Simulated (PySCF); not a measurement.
```yaml
atoms:
  - { symbol: C, position_ang: [2.0079, 0.1988, -0.1652] }
  - { symbol: C, position_ang: [0.6177, -0.4220, -0.1267] }
  - { symbol: C, position_ang: [-0.4186, 0.2740, -1.0160] }
  - { symbol: C, position_ang: [-1.7581, 0.1072, -0.2826] }
  - { symbol: C, position_ang: [-1.3829, -0.0862, 1.1265] }
  - { symbol: C, position_ang: [0.0010, -0.3751, 1.2752] }
  - { symbol: O, position_ang: [0.6079, -0.5791, 2.3189] }
  - { symbol: H, position_ang: [2.6403, -0.2821, 0.5770] }
  - { symbol: H, position_ang: [2.4578, 0.0777, -1.1482] }
  - { symbol: H, position_ang: [1.9554, 1.2604, 0.0683] }
  - { symbol: H, position_ang: [0.6971, -1.4808, -0.4006] }
  - { symbol: H, position_ang: [-0.4439, -0.1356, -2.0243] }
  - { symbol: H, position_ang: [-0.1755, 1.3354, -1.0879] }
  - { symbol: H, position_ang: [-2.4372, 0.9532, -0.4201] }
  - { symbol: H, position_ang: [-2.2956, -0.7775, -0.6505] }
  - { symbol: H, position_ang: [-2.0808, -0.0593, 1.9446] }
```

Geometry: GFN2-xTB.

The calculation used UKS B3LYP, pcH-1 on C H O, non-relativistic, mean-field spin-orbit, GIAO (PySCF).

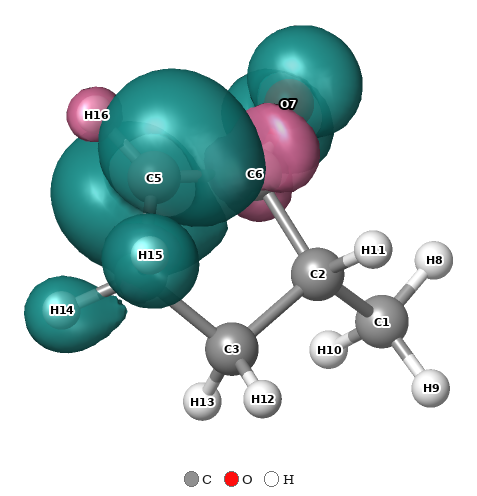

C6H9O (doublet). Isosurfaces of the spin density at +0.015 (teal) and −0.015 e/Å³ (pink), seen at a tilt.

### Where is the unpaired spin?

The unpaired spin (1 electron) lies mostly on C5 (about 0.5) and O7 (about 0.3), in electrons by Hirshfeld's partition.
